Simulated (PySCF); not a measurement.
**Single-point calculation, with input and output: ZnS**

The run: single-point calculation of ZnS. Method and program: RHF/def2-svp, mp2 (PySCF 2.14.0).

Some settings of this run were made unusual or wrong on purpose.

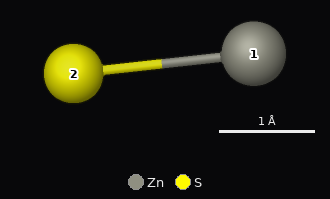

Figure 1. The structure (ball-and-stick view, seen at an oblique angle; atoms are numbered from 1 in the order of the input). Sticks mark near contacts. Bond lengths as drawn: S–Zn 1.92 Å.

**What the run reported**

| quantity | value |
| --- | --- |
| outcome | converged |
| SCF energy | −2174.898015 hartree |
| dipole moment | 7.09 D |
| hardware | 1 CPU thread, shared host |
| wall time | 0.52 s |

**What went wrong**

Some settings of this run were drawn to be unusual or wrong. It converged; results that depend on the unusual settings are not reference values.

**Input file**
```python
from pyscf import gto, scf, mp

mol = gto.M(
    atom='Zn 0 0 0; S 0 0 1.922',
    basis='def2-svp',
    charge=0,
    spin=0,
    verbose=3,
)
mf = scf.RHF(mol)
mf = mf.density_fit(auxbasis='def2-universal-jkfit')
mf.damp = 0.95
mf.diis_start_cycle = 8
mf.kernel()
mp.MP2(mf, frozen=10).kernel()
mf.dip_moment()
print('orbital energies (hartree):', mf.mo_energy[..., max(0, mol.nelec[1]-3):mol.nelec[0]+3].round(4))
```

Launch command:
```bash
OMP_NUM_THREADS=1 python input.py
```

**What the program printed**
```
converged SCF energy = -2174.89801463876
E(DFRMP2) = -2175.38677303127  E_corr = -0.488758392516493
E(SCS-DFRMP2) = -2175.34234194504  E_corr = -0.444327306284142
Dipole moment(X, Y, Z, Debye):  0.00000, -0.00000, -7.08919
orbital energies (hartree): [-0.3652 -0.3083 -0.3083 -0.025   0.1713  0.1855]
```
